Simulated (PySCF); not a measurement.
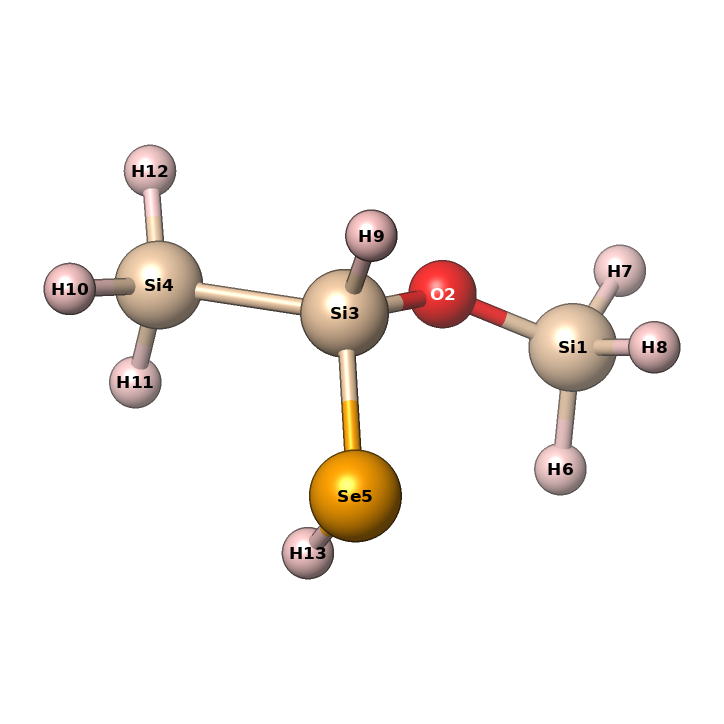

Distant atoms are faded towards the background colour. Computed geometry: PBE0-D3(BJ)/def2-SVP optimisation. No frequency run is at hand to confirm it as a minimum.

Q: Which atoms or bonds are stereogenic?

A: Centres: Si3.

Q: Assign CIP descriptors.

A: Si3: S (priorities Se5 > Si4 > O2 > H9).

Q: Write the isomeric SMILES.

A: [SiH3]O[Si@@H]([SiH3])[SeH]
